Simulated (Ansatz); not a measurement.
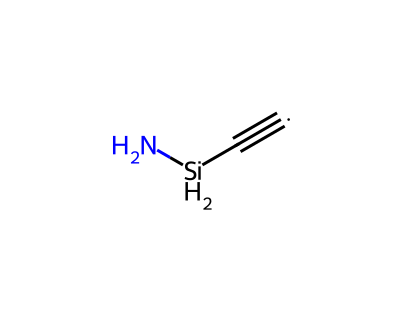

(Drawn from a calculation with Ansatz.)

Skeletal drawing of a molecule. Charge 0, doublet.

Question: Transcribe the drawing into SMILES.

Answer: [C]#C[SiH2]N

Question: Give the formula, hydrogens included.

Answer: C2H4NSi.

Question: An optimisation with PBE-D4/def2-SVP gave a structure of which point group?

Answer: Cs.
